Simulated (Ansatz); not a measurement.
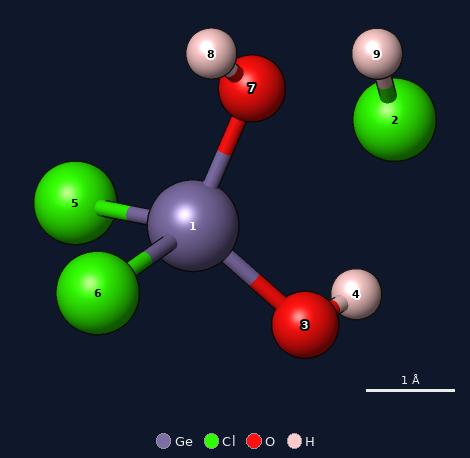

Fig. 1: The structure as given in the input (ball-and-stick view, seen at a tilt; atoms are numbered from 1 in the order of the input). Sticks mark near contacts. Bond lengths as drawn: Cl–Ge 2.13 Å, Cl–H 1.33 Å, Ge–O 1.74 to 1.77 Å and H–O 0.96 to 0.97 Å.

**Geometry relaxation of GeH3Cl3O2**

GeH3Cl3O2, computed with RKS PBE0/def2-SVP (Ansatz 0.2.0).

It belongs to a series of runs on one base structure; here: end point B relaxed. Figures and captions count atoms from 1; the log counts them from 0 in places.

### The program's output
```
The last accepted step is kept in [file] (removed where the run ends without a failure and the disk answers)
Engine: ansatz 0.2.0, aarch64-unknown-linux-gnu
Functional definition: PBE0
  parameter a = 0.25
  parameter kappa = 0.804
  parameter beta = 0.06672455060314922
  exchange = (1 - a)*pbe_x(kappa = kappa, mu = beta*pi^2/3) + a*exact_x
  correlation = pbe_c(beta = beta)
1290 factors; integrals over basis functions are off by at most 3.4e-4 eV
mean field evaluation 1: about -98179.8404 eV, gradient 6.6e1 eV
mean field evaluation 2: about -98164.5780 eV, gradient 1.1e2 eV
mean field evaluation 4: about -98187.2582 eV, gradient 3.5e0 eV
mean field evaluation 8: about -98187.3065 eV, gradient 1.1e-1 eV
mean field evaluation 16: about -98187.3065 eV, gradient 8.1e-6 eV
mean field -98187.30654602 eV, -3608.3169618194 hartree, gradient 8.1e-6 eV, S^2 0.000000; 0 other end points of the search recorded, 0 dependent functions left out
the calculation of the forces begins
reference -98187.30657035 eV, -3608.3169627136 hartree; 51, 51 occupied and 78, 78 virtual orbitals, 1290 factors
relax step   1: F+E_penalty+E_count = -98187.30654602 eV  Δ(F+E_penalty+E_count) = +0.000e0 eV  max|allowed force component| = 8.945e-1 eV/Å  Δτ_max = 0.0000 Å  (28 SCF iters, accepted)
these checks for a lower state are left out or cut short: starts, cluster_reference, orbital_swaps, neighbouring_geometries, increment
1290 factors; integrals over basis functions are off by at most 3.6e-4 eV
mean field -98187.32719766 eV, -3608.3177207533 hartree, gradient 1.3e-5 eV, S^2 0.000000; 0 other end points of the search recorded, 0 dependent functions left out
[... from here on the field's lines of each further geometry are left out, up to the last ...]
relax step   2: F+E_penalty+E_count = -98187.32719766 eV  Δ(F+E_penalty+E_count) = -2.065e-2 eV  max|allowed force component| = 1.161e0 eV/Å  Δτ_max = 0.1990 Å  (30 SCF iters, accepted)
relax step   3: F+E_penalty+E_count = -98187.30997726 eV  Δ(F+E_penalty+E_count) = +1.722e-2 eV  max|allowed force component| = 1.801e0 eV/Å  Δτ_max = 0.1898 Å  (29 SCF iters, rejected (line search))
relax step   4: F+E_penalty+E_count = -98187.38711620 eV  Δ(F+E_penalty+E_count) = -5.992e-2 eV  max|allowed force component| = 2.129e-1 eV/Å  Δτ_max = 0.0923 Å  (30 SCF iters, accepted)
relax step   5: F+E_penalty+E_count = -98187.40381225 eV  Δ(F+E_penalty+E_count) = -1.670e-2 eV  max|allowed force component| = 1.333e-1 eV/Å  Δτ_max = 0.0864 Å  (29 SCF iters, accepted)
relax step   6: F+E_penalty+E_count = -98187.41445141 eV  Δ(F+E_penalty+E_count) = -1.064e-2 eV  max|allowed force component| = 6.802e-1 eV/Å  Δτ_max = 0.1484 Å  (29 SCF iters, accepted)
relax step   7: F+E_penalty+E_count = -98187.43591041 eV  Δ(F+E_penalty+E_count) = -2.146e-2 eV  max|allowed force component| = 2.096e-1 eV/Å  Δτ_max = 0.1959 Å  (30 SCF iters, accepted)
relax step   8: F+E_penalty+E_count = -98187.43381110 eV  Δ(F+E_penalty+E_count) = +2.099e-3 eV  max|allowed force component| = 7.460e-1 eV/Å  Δτ_max = 0.1952 Å  (29 SCF iters, rejected (line search))
relax step   9: F+E_penalty+E_count = -98187.44210326 eV  Δ(F+E_penalty+E_count) = -6.193e-3 eV  max|allowed force component| = 5.730e-2 eV/Å  Δτ_max = 0.0929 Å  (29 SCF iters, accepted)
relax step  10: F+E_penalty+E_count = -98187.44256797 eV  Δ(F+E_penalty+E_count) = -4.647e-4 eV  max|allowed force component| = 2.047e-1 eV/Å  Δτ_max = 0.0973 Å  (29 SCF iters, accepted)
relax step  11: F+E_penalty+E_count = -98187.44549522 eV  Δ(F+E_penalty+E_count) = -2.927e-3 eV  max|allowed force component| = 2.282e-1 eV/Å  Δτ_max = 0.0487 Å  (30 SCF iters, accepted)
relax step  12: F+E_penalty+E_count = -98187.44622630 eV  Δ(F+E_penalty+E_count) = -7.311e-4 eV  max|allowed force component| = 4.548e-2 eV/Å  Δτ_max = 0.0088 Å  (25 SCF iters, accepted)
relax step  13: F+E_penalty+E_count = -98187.44652411 eV  Δ(F+E_penalty+E_count) = -2.978e-4 eV  max|allowed force component| = 4.695e-2 eV/Å  Δτ_max = 0.0173 Å  (31 SCF iters, accepted)
the calculation of the forces begins
reference -98187.44674980 eV, -3608.3221142135 hartree; 51, 51 occupied and 78, 78 virtual orbitals, 1290 factors
relax step  14: F+E_penalty+E_count = -98187.44672592 eV  Δ(F+E_penalty+E_count) = -2.018e-4 eV  max|allowed force component| = 2.586e-2 eV/Å  Δτ_max = 0.0264 Å  (30 SCF iters, accepted)
```

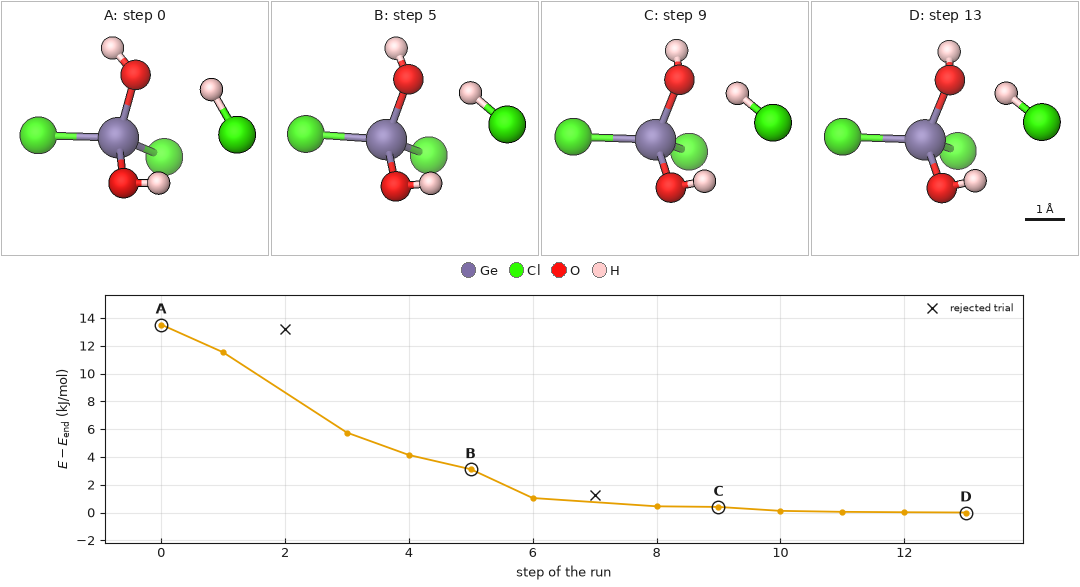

Fig. 2: Frames of the relaxation (ball-and-stick view, seen at a tilt) above the curves, on which the letters mark them (the first geometry is step 0 here and step 1 in the log).

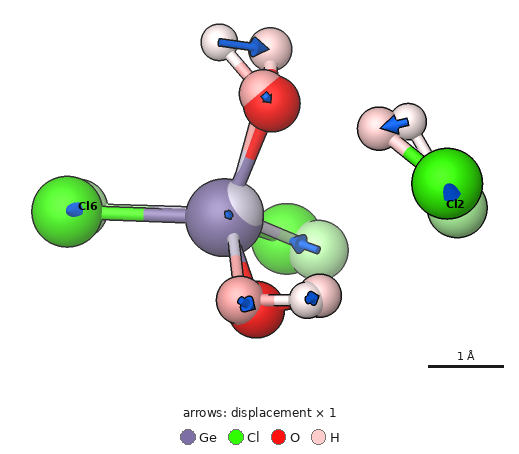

Fig. 3: Start (faint) and end (solid) with the displacements as blue arrows, at true length (ball-and-stick view, seen at a tilt). The two geometries are laid on each other by the best rigid fit. After 13 geometry steps the energy has fallen by 13.5 kJ/mol. Largest force component: 0.89 eV/Å at the start, 0.026 eV/Å at the end. The line search rejected the trial steps at points 2, 7 (counted from 0) and went back. The atom that moves furthest after the best rigid fit is H8 (0.76 Å). By element the largest moves are H 0.76 Å, Cl 0.70 Å, O 0.32 Å, Ge 0.11 Å. Distances before and after: Cl2–H9 1.333 → 1.313 Å, Ge1–Cl6 2.134 → 2.122 Å, Ge1–O7 1.769 → 1.780 Å, Ge1–O3 1.741 → 1.734 Å. Among the angles that change: O3–Ge1–O7 110.4° → 106.9°, Cl6–Ge1–O7 107.7° → 110.6°, Cl5–Ge1–O7 109.6° → 107.5°. (Atoms are counted from 1 in the order of the input.)

```
1290 factors; integrals over basis functions are off by at most 4.2e-4 eV
mean field -98187.44672592 eV, -3608.3221133356 hartree, gradient 1.0e-5 eV, S^2 0.000000; 1 other end points of the search recorded, 0 dependent functions left out
the calculation of the forces begins
reference -98187.44674980 eV, -3608.3221142135 hartree; 51, 51 occupied and 78, 78 virtual orbitals, 1290 factors
Total energy: -98187.44674980 eV, -3608.3221142135 hartree
Atom 0 at    -0.490874    -0.229571    -0.734805 Å, force    -0.009111    -0.002257     0.006229 eV/Å
Atom 1 at     0.325603     0.174855     2.915969 Å, force    -0.001025    -0.004677    -0.007585 eV/Å
Atom 2 at     1.129646    -0.492580    -0.176901 Å, force    -0.009661     0.005975     0.009210 eV/Å
Atom 3 at     1.231308    -0.241028     0.758527 Å, force     0.019367    -0.001387     0.008794 eV/Å
Atom 4 at    -0.863403     1.763703    -1.405467 Å, force    -0.002452    -0.001897    -0.000481 eV/Å
Atom 5 at    -0.903257    -1.572563    -2.325682 Å, force    -0.002027    -0.004132    -0.003411 eV/Å
Atom 6 at    -1.571423    -0.540733     0.645171 Å, force     0.006127     0.006425    -0.025865 eV/Å
Atom 7 at    -2.482507    -0.252274     0.505530 Å, force    -0.004327     0.000280     0.007820 eV/Å
Atom 8 at    -0.691192    -0.191609     2.170258 Å, force     0.003108     0.001672     0.005290 eV/Å
Dipole moment:    -0.515772     0.055168     0.047280 e Å
```

### Trajectory as extended XYZ (Å, eV, eV/Å), 11 of the 14 frames kept, from step=1 to step=14
```
9
Properties=species:S:1:pos:R:3:forces:R:3 step=1 energy=-98187.30655
Ge   -0.5102   -0.2253   -0.6215   -0.0463  -0.1483  -0.1712
Cl    0.4049    0.7635    2.5313   -0.8945  -0.4783   0.1718
O     1.0685   -0.7967   -0.1615   -0.0161   0.0129  -0.0373
H     1.3192   -0.4318    0.7016   -0.0063   0.0047   0.0037
Cl   -0.5688    1.8754   -0.9836   -0.0078   0.0204  -0.0039
Cl   -1.0461   -1.2446   -2.4183   -0.0020   0.0079   0.0032
O    -1.7041   -0.6485    0.6127    0.1331   0.0943   0.1654
H    -2.5330   -0.9711    0.2405   -0.0297   0.0002  -0.0249
H    -0.7464    0.0973    2.4515    0.8697   0.4862  -0.1069
9
Properties=species:S:1:pos:R:3:forces:R:3 step=2 energy=-98187.32720
Ge   -0.5168   -0.2469   -0.6529    0.0470   0.0863  -0.1586
Cl    0.3819    0.7604    2.7289   -1.1609  -0.7897  -0.4659
O     1.0684   -0.7913   -0.1828   -0.0481   0.0243   0.0546
H     1.3074   -0.4203    0.6819    0.0343   0.0130   0.0276
Cl   -0.5755    1.8571   -1.0074   -0.0072  -0.0165  -0.0244
Cl   -1.0595   -1.2669   -2.4446   -0.0119  -0.0066   0.0955
O    -1.6810   -0.6179    0.6277    0.1036  -0.0127   0.0291
H    -2.5186   -0.9530    0.2834   -0.0146   0.0246   0.0890
H    -0.7224    0.0970    2.3184    1.0578   0.6773   0.3531
9
Properties=species:S:1:pos:R:3:forces:R:3 step=4 energy=-98187.38712
Ge   -0.5048   -0.2326   -0.6676    0.0491  -0.0158   0.0048
Cl    0.3332    0.6869    2.7016   -0.1354  -0.1352  -0.0078
O     1.0773   -0.7647   -0.1781    0.0846   0.1122   0.1880
H     1.3066   -0.4016    0.6986   -0.0788  -0.0767  -0.2129
Cl   -0.5834    1.8629   -1.0537   -0.0206   0.0109  -0.0332
Cl   -1.0610   -1.2899   -2.4286   -0.0092  -0.0124   0.0316
O    -1.6342   -0.6123    0.6420   -0.0657  -0.0210   0.0449
H    -2.5116   -0.8933    0.3505    0.0704   0.0579   0.0248
H    -0.7381    0.0629    2.2878    0.1055   0.0802  -0.0402
9
Properties=species:S:1:pos:R:3:forces:R:3 step=5 energy=-98187.40381
Ge   -0.4916   -0.2342   -0.6665    0.0021  -0.0996   0.0088
Cl    0.3091    0.6199    2.7257   -0.1307  -0.0910  -0.0332
O     1.1004   -0.7396   -0.1854    0.0460   0.0891   0.1224
H     1.3178   -0.3903    0.6985   -0.0502  -0.0528  -0.1299
Cl   -0.6113    1.8558   -1.0639   -0.0289   0.0271  -0.0316
Cl   -1.0623   -1.3151   -2.4082    0.0097   0.0099   0.0274
O    -1.6017   -0.6364    0.6595   -0.0989   0.0181  -0.0221
H    -2.5129   -0.8155    0.3870    0.1333   0.0668   0.0444
H    -0.7635    0.0735    2.2060    0.1177   0.0325   0.0138
9
Properties=species:S:1:pos:R:3:forces:R:3 step=6 energy=-98187.41445
Ge   -0.4774   -0.2415   -0.6817   -0.0169  -0.0328   0.0093
Cl    0.2674    0.5288    2.7835   -0.0475  -0.0463  -0.0477
O     1.1257   -0.6941   -0.1879   -0.0198   0.0457   0.0139
H     1.3135   -0.3606    0.7072   -0.0141  -0.0193  -0.0211
Cl   -0.6633    1.8358   -1.1278   -0.0162   0.0065  -0.0148
Cl   -1.0527   -1.3596   -2.3964    0.0364  -0.0064   0.0456
O    -1.5599   -0.6335    0.6752   -0.6755  -0.0284  -0.2173
H    -2.5112   -0.6796    0.4467    0.6802   0.0734   0.1638
H    -0.7583    0.0224    2.1339    0.0734   0.0077   0.0682
9
Properties=species:S:1:pos:R:3:forces:R:3 step=7 energy=-98187.43591
Ge   -0.4849   -0.2429   -0.7050   -0.2096   0.0599   0.0080
Cl    0.2995    0.3974    2.8413    0.0030  -0.0242   0.0012
O     1.1209   -0.6167   -0.1862    0.1845  -0.0632   0.0144
H     1.2939   -0.3080    0.7189   -0.0335   0.0238   0.0509
Cl   -0.7533    1.8079   -1.2337   -0.0052   0.0031  -0.0303
Cl   -0.9780   -1.4571   -2.3761    0.0085  -0.0033   0.0083
O    -1.5757   -0.5977    0.6559    0.1317  -0.0363  -0.0298
H    -2.5118   -0.4840    0.4578   -0.0980   0.0328  -0.0051
H    -0.7267   -0.0807    2.1797    0.0185   0.0072  -0.0176
9
Properties=species:S:1:pos:R:3:forces:R:3 step=9 energy=-98187.44210
Ge   -0.4914   -0.2371   -0.7181    0.0214   0.0225   0.0181
Cl    0.3220    0.3119    2.8699   -0.0413  -0.0245  -0.0304
O     1.1219   -0.5716   -0.1763    0.0225  -0.0042   0.0051
H     1.2649   -0.2856    0.7436   -0.0365   0.0016  -0.0242
Cl   -0.7931    1.7984   -1.2931   -0.0069  -0.0314  -0.0246
Cl   -0.9487   -1.5035   -2.3616    0.0070   0.0266   0.0233
O    -1.5758   -0.5774    0.6493   -0.0573  -0.0042  -0.0215
H    -2.5106   -0.4075    0.4709    0.0535   0.0064   0.0292
H    -0.7052   -0.1094    2.1680    0.0375   0.0070   0.0248
9
Properties=species:S:1:pos:R:3:forces:R:3 step=10 energy=-98187.44257
Ge   -0.4903   -0.2314   -0.7207    0.0318   0.0266  -0.0744
Cl    0.3220    0.2427    2.8943    0.1950   0.0709   0.1381
O     1.1279   -0.5346   -0.1706   -0.0406   0.0380   0.0320
H     1.2513   -0.2688    0.7592   -0.0218  -0.0115  -0.0546
Cl   -0.8353    1.7748   -1.3776    0.0166  -0.0320   0.0639
Cl   -0.9271   -1.5190   -2.3526    0.0106  -0.0358   0.0279
O    -1.5723   -0.5624    0.6507   -0.2047   0.0625  -0.0461
H    -2.5009   -0.3308    0.4935    0.2033  -0.0419   0.0358
H    -0.6915   -0.1523    2.1764   -0.1902  -0.0767  -0.1227
9
Properties=species:S:1:pos:R:3:forces:R:3 step=11 energy=-98187.44550
Ge   -0.4929   -0.2303   -0.7340    0.0222   0.0099  -0.0082
Cl    0.3320    0.2016    2.9111    0.0338   0.0107   0.0197
O     1.1252   -0.5115   -0.1744   -0.0117   0.0195   0.0103
H     1.2394   -0.2473    0.7566   -0.0131  -0.0086  -0.0320
Cl   -0.8485    1.7757   -1.3847    0.0065  -0.0555   0.0028
Cl   -0.9112   -1.5620   -2.3361    0.0082   0.0345   0.0242
O    -1.5744   -0.5480    0.6411   -0.2282   0.0650  -0.0226
H    -2.4971   -0.2872    0.4928    0.2230  -0.0566   0.0380
H    -0.6885   -0.1727    2.1801   -0.0406  -0.0190  -0.0323
9
Properties=species:S:1:pos:R:3:forces:R:3 step=13 energy=-98187.44652
Ge   -0.4912   -0.2281   -0.7326    0.0130   0.0006  -0.0127
Cl    0.3316    0.1822    2.9092   -0.0237  -0.0054  -0.0081
O     1.1284   -0.4978   -0.1755   -0.0010  -0.0099  -0.0370
H     1.2389   -0.2480    0.7587   -0.0052   0.0103   0.0306
Cl   -0.8553    1.7683   -1.3987   -0.0013  -0.0036  -0.0025
Cl   -0.9086   -1.5655   -2.3285    0.0030   0.0069   0.0111
O    -1.5721   -0.5399    0.6448   -0.0470   0.0057   0.0085
H    -2.4905   -0.2767    0.4995    0.0311  -0.0047   0.0035
H    -0.6973   -0.1763    2.1757    0.0309   0.0001   0.0067
9
Properties=species:S:1:pos:R:3:forces:R:3 step=14 energy=-98187.44673
Ge   -0.4909   -0.2296   -0.7348   -0.0091  -0.0023   0.0062
Cl    0.3256    0.1749    2.9160   -0.0010  -0.0047  -0.0076
O     1.1296   -0.4926   -0.1769   -0.0097   0.0060   0.0092
H     1.2313   -0.2410    0.7585    0.0194  -0.0014   0.0088
Cl   -0.8634    1.7637   -1.4055   -0.0025  -0.0019  -0.0005
Cl   -0.9033   -1.5726   -2.3257   -0.0020  -0.0041  -0.0034
O    -1.5714   -0.5407    0.6452    0.0061   0.0064  -0.0259
H    -2.4825   -0.2523    0.5055   -0.0043   0.0003   0.0078
H    -0.6912   -0.1916    2.1703    0.0031   0.0017   0.0053
```

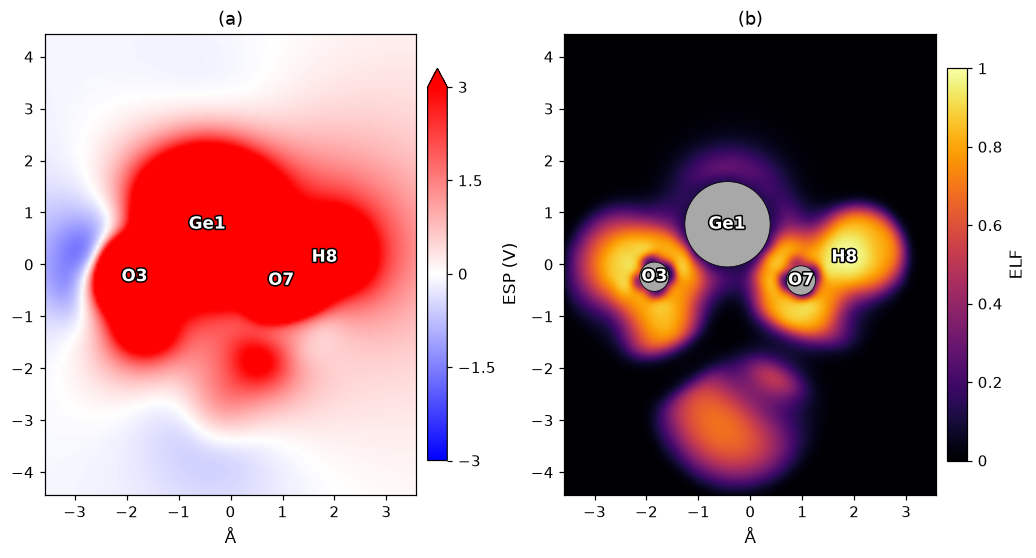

Fig. 4: (a) electrostatic potential; (b) electron localisation function on the plane of atoms O3, Ge1 and O7. Grey discs, where drawn, cover atomic cores. The section cuts through Ge, O and H sites. Ge–O (1.73 Å): the ELF peaks at about 0.85 in the valence shell of O, 0.6 Å from its nucleus, and is about 0.35 at the midpoint. Ge–O (1.78 Å): the ELF peaks at about 0.85 in the valence shell of O, 0.6 Å from its nucleus, and is about 0.35 at the midpoint.

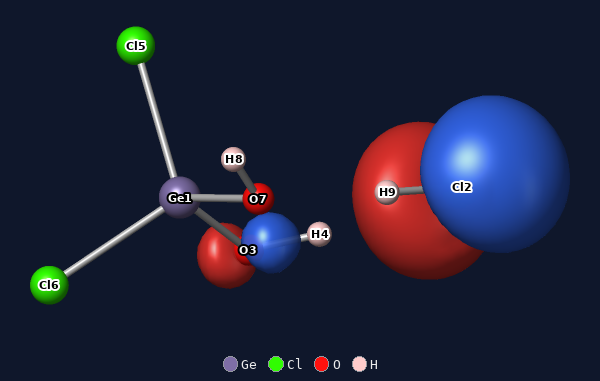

Fig. 5: One frontier orbital at ±0.15 Å⁻³ᐟ² (red and blue are the two phases), seen from the side. The HOMO−1, at −9.30 eV.

This output came from the following input.

### The input
```yaml
crystal:
  periodic: [false, false, false]
  atoms:
    - { symbol: Ge, position_ang: [-0.51023, -0.225336, -0.621543] }
    - { symbol: Cl, position_ang: [0.404914, 0.763499, 2.53126] }
    - { symbol: O, position_ang: [1.068464, -0.796663, -0.16154] }
    - { symbol: H, position_ang: [1.319169, -0.431837, 0.701614] }
    - { symbol: Cl, position_ang: [-0.568811, 1.875447, -0.983601] }
    - { symbol: Cl, position_ang: [-1.046121, -1.244557, -2.418269] }
    - { symbol: O, position_ang: [-1.704133, -0.648548, 0.612687] }
    - { symbol: H, position_ang: [-2.532963, -0.971088, 0.24047] }
    - { symbol: H, position_ang: [-0.746388, 0.097283, 2.451521] }
basis:
  gaussian: { orbitals: def2-SVP }
hamiltonian:
  xc: pbe0
relax:
  f_tol: 0.03
  max_steps: 50
output:
  orbitals: {}
```

Run as:
```bash
ansatz run input.yaml --threads 4 --pin off --max-ram 5120MiB --backend cpu --events-out ev --progress --plain --runs-dir out
```

### Summary

| quantity | value |
| --- | --- |
| outcome | converged |
| total energy | −98187.4467 eV |
| mean-field energy | −98187.4467 eV |
| largest force (length of the vector) at the end | 0.027 eV/Å |
| hardware | 4 threads of Arm Neoverse V1, 24 GiB of memory available, shared host |
| wall time | 42 s (CPU time 2.6 min) |
| peak memory | 0.38 GiB |
